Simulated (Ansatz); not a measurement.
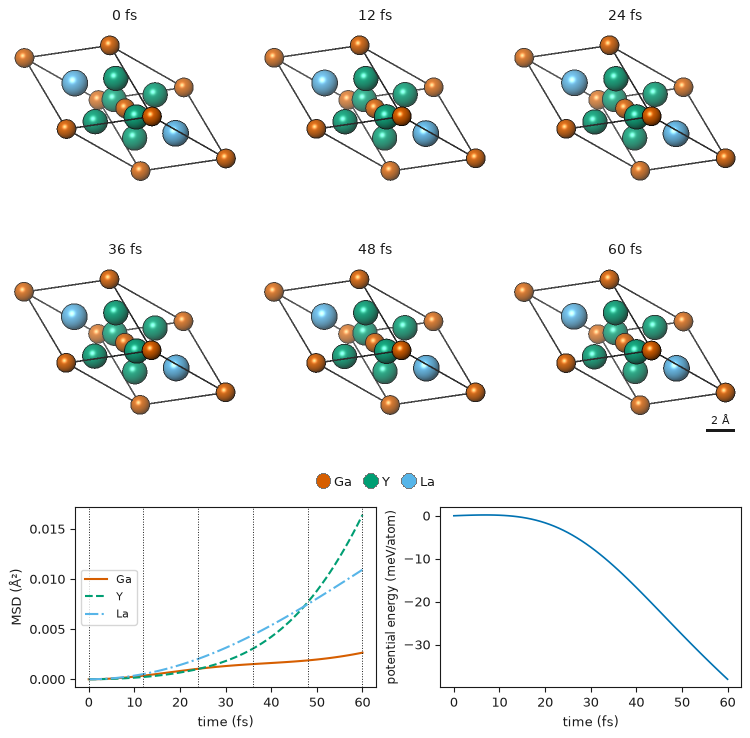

Molecular dynamics of a 10-atom cell of LaY₃Ga, 60 fs long. Frames and the history of the run. A spheres-only model of the reduced simulation cell, seen from a free direction. Lengths and directions refer to the drawn axes.

Theory: DFT, PAW plane waves, PBE (Ansatz 0.2.0). Settings: plane-wave cutoff 420 eV; k-point mesh 3 × 3 × 3; cold smearing 0.15 eV; Nosé-Hoover thermostat (NVT); set temperature 100 K; time step 1 fs.

What happens in this trajectory?

Answer. Over the second half the temperature averages 277 K (spread ±68 K). That is above the set 100 K, because the structure releases potential energy faster than the thermostat removes it. The potential energy is still drifting at the end, so the run hasn't reached equilibrium. The potential energy in the second half lies on average 22.3 meV per atom below the first frame. In the second half of the run the atoms are, in the root-mean-square, this far from where they began (common drift taken out): Y 0.09 Å, La 0.08 Å, Ga 0.04 Å. The run lasts only 60 fs, too short to tell vibration from diffusion.
